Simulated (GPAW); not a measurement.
Two runs for the O K edge of atom 3 in SrNbO3 (Pm-3m). Run A: GPAW, LDA, excited-electron core hole (neutral cell), 20-atom cell with 7.0 Å between holes, 6×6×6 k points, dipole transitions, Gaussian full width 0.9 eV up to 4 eV, rising linearly to 3.5 eV at 25 eV. Run B differs in one choice.

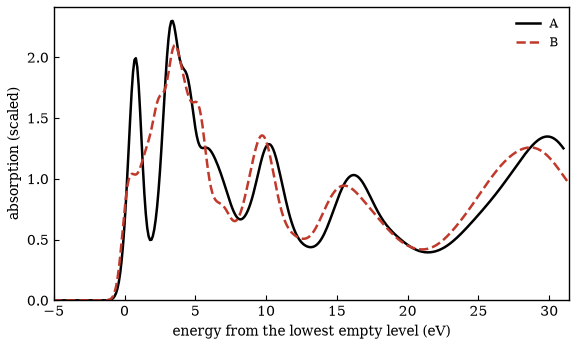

Energy from the lowest empty level; intensity scaled to a mean of 1 over the first 20 eV.

**Question.** What was changed?
a) the size of the supercell
b) the plane-wave cutoff
c) the broadening
d) the volume of the cell

(a): run B changes the supercell atoms from 20 to 5, and the k mesh follows the cell. The scaled spectrum changes by 26 % r.m.s. The highest intensity below 16 eV goes from 3.4 eV (2.30) to 3.6 eV (2.10). Other settings could leave a like mark; this is the one that was changed.

[Hosts, paths, dates, database ids (printed as entryN), source tags and the programs' standing remarks are cut or masked in the printed files.]

[Lists of maxima count a maximum above −3 eV only where it reaches 4 % of the highest in the window and stands out from its surroundings by 2 % of it (1.5 % where it reaches 55 %); shoulders and weaker maxima are passed over, and of the rest the first, up to two pre-edge ones and the few strongest are named.]
